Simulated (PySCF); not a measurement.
Input

```
{"job": {"kind": "nmr", "xc": "PBE0", "basis": "pcSseg-1"}, "charge": 0, "multiplicity": 1}
C      3.533935    -0.102537     0.188038
C      2.406033    -0.259514    -0.198267
Si     0.661747    -0.514199    -0.743022
C     -0.369316     1.090300    -0.801511
C     -1.172772     1.083058     0.503734
C     -1.613472    -0.351556     0.789469
C     -0.389260    -1.257663     0.697812
F      0.315031    -1.200471     1.897739
H      4.521566     0.032222     0.524827
H      0.588949    -1.340121    -1.953145
H      0.224543     1.998661    -0.885840
H     -1.051361     1.077276    -1.653437
H     -0.536799     1.423164     1.323584
H     -2.034728     1.750919     0.445636
H     -2.078474    -0.434624     1.773599
H     -2.335303    -0.675161     0.036269
H     -0.677315    -2.307725     0.590836
```

Command:

```sh
OMP_NUM_THREADS=1 python probes_run.py task.json out
```

Geometry: GFN2-xTB.

Computed with PBE0/pcSseg-1, SCF density, gas phase, non-relativistic (PySCF).

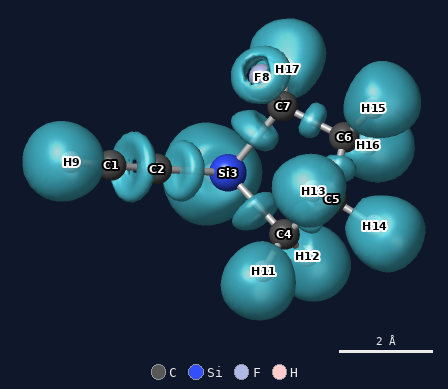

C₆H₉FSi. Isosurface of the ELF at 0.85 (cyan), seen across its widest extent. Only the valence region is drawn (cores and ρ < 0.01 e/Å³ removed).

**Identify the bonds, lone pairs and shells in this picture.**

The ELF exceeds this value in four regions between bonded C–C atoms (shared pairs), three regions between bonded C–Si atoms (shared pairs), nine regions around hydrogen nuclei and one region wrapped around F (its lone pairs, merged into a ring or cap). Profiles from the grid: C–C (1.20 Å): the ELF peaks at about 0.90 between the atoms; a short, multiple covalent bond. C–F (1.39 Å): the ELF peaks at about 0.80 between the atoms: a polar covalent bond.
